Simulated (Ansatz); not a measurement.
The figure comes from a scan of MoS₂ (2H-MoS2 type, space group P6_3/mmc): the upper layer of a bilayer slides by s times a lattice vector of 3.17 Å, atoms relaxing along the normal only, γ being the energy change per area. The numbers are results of r2SCAN+rVV10 (plane waves to 500 eV, PAW, scalar-relativistic; Ansatz, a program for electronic structure), not measurements. k mesh 12×12×1 (Γ-centred), Fermi-Dirac smearing 0.05 eV. Energies are extrapolated to zero smearing. MoS2 is run without spin polarisation. MoS2 was relaxed with its symmetry unable to fall. γ is measured from zero shift.

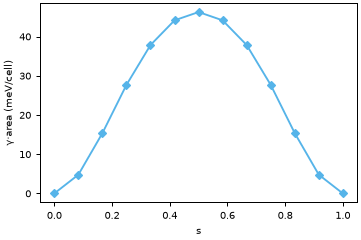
Figure: γ·area (meV/cell) against s; markers are the computed points, lines only join them (the last repeats the first, one period on).

Problem. List the plotted points as numbers.

Solution. To the nearest 1:

```tsv
s	γ·area (meV/cell)
0.000	0
0.083	5
0.167	15
0.250	28
0.333	38
0.417	44
0.500	46
0.583	44
0.667	38
0.750	28
0.833	15
0.917	5
```

(The slope of γ gives the shear force per area between the displaced halves; near zero shift its curvature is an elastic stiffness.)
